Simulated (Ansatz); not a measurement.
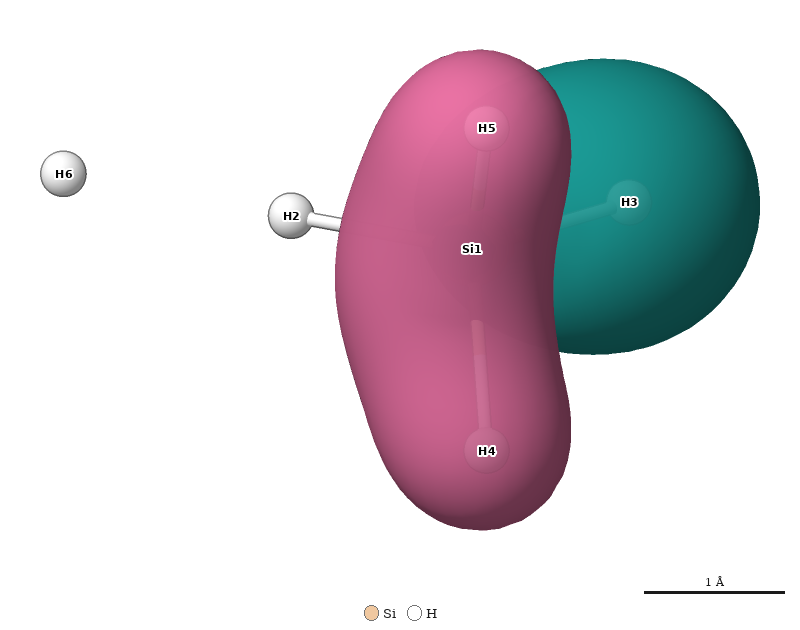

Figure 1: SiH4···H (doublet). The HOMO (β) at ±0.15 Å⁻³ᐟ² (teal and pink are the two phases), seen at an oblique angle.

Not at a stationary point (largest force 0.6 eV/Å).

The calculation used UKS PBE/def2-SVP (Ansatz 0.2.0).

```yaml
atoms:
  - { symbol: Si, position_ang: [0.0003, 0.0000, -0.0637] }
  - { symbol: H, position_ang: [0.0001, 0.0000, 1.4165] }
  - { symbol: H, position_ang: [1.4157, 0.0000, -0.5699] }
  - { symbol: H, position_ang: [-0.7073, 1.2258, -0.5702] }
  - { symbol: H, position_ang: [-0.7073, -1.2258, -0.5702] }
  - { symbol: H, position_ang: [0.0000, 0.0000, 3.2789] }
```

**Where does this orbital lie, and at what energy?**

Its weight (Hirshfeld) is mainly on Si1 (about 45 %), H3 (about 35 %), H4 (about 10 %) and H5 (about 10 %). It is one of a degenerate set, so its orientation is arbitrary. Its energy is −8.44 eV.
